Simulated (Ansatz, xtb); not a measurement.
Ligand exchange: BH(CH3)(SH) + SiH3(SnH3) → BH(CH3)(SiH3) + SnH3(SH)

Species: BH(CH3)(SH), singlet; SiH3(SnH3), singlet; BH(CH3)(SiH3), singlet; SnH3(SH), singlet. The partners trade SH for SiH3: B–SH and Sn–SiH3 bonds give way to B–SiH3 and Sn–SH.

Shapes, held fixed at every level: PBE0-D4/def2-TZVP. Flexible molecules stand in one conformer, not always the lowest. Programs: Ansatz 0.2.0, xtb 6.7.1, xtb 6.7.1 later snapshot. The zero-point and thermal change to 298 K, harmonic and unscaled (PBE0-D4/def2-TZVP), is -3.9 kJ/mol.

| level | kind | ΔH(298 K) (kJ/mol) | less CCSD(T)/def2-TZVPP | CPU time (sum over the molecules) |
| --- | --- | --- | --- | --- |
| GFN1-xTB | semi-empirical | +87.1 | +0.6 | 0.13 s |
| HF/def2-SVP | Hartree–Fock | +80.2 | -6.3 | – |
| SPW92/def2-TZVPP | LDA | +99.0 | +12.5 | 9.2 s |
| B3LYP-D4/def2-TZVPP | global hybrid | +83.9 | -2.6 | 30 s |
| PBE0-D4/def2-TZVPP | global hybrid | +87.9 | +1.4 | 20 s |
| r2SCAN0-D4/def2-TZVPP | global hybrid | +88.1 | +1.6 | 35 s |
| wB97M-V/def2-TZVPP | range-separated hybrid | +85.2 | -1.3 | 85 s |
| B2PLYP/def2-TZVPP | double hybrid | +85.7 | -0.8 | 36 s |
| CCSD(T)/def2-TZVPP | coupled cluster or CI | +86.5 | 0.0 | 5 min |

The highest level, CCSD(T)/def2-TZVPP, gives ΔH(298 K) = +86.5 kJ/mol; the levels span +80.2 to +99.0. The column of differences is taken from that level and isn't an error. No measured value is set beside it here. For atoms past krypton def2 sets carry core potentials with scalar relativity. Correlated rows may include outer-core shells of Sn, which these sets cover unevenly. Times are processor times on shared x86 and Arm servers, and rough.

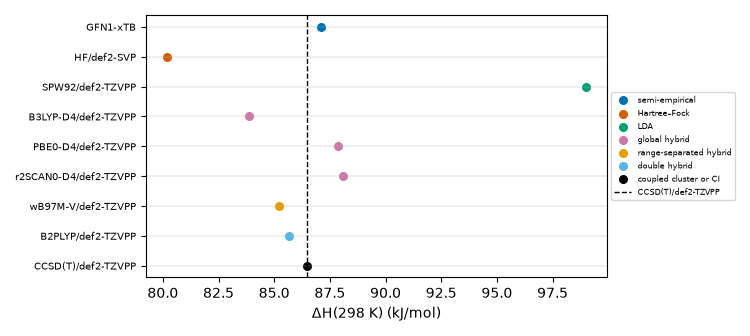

The values of the table, level by level.
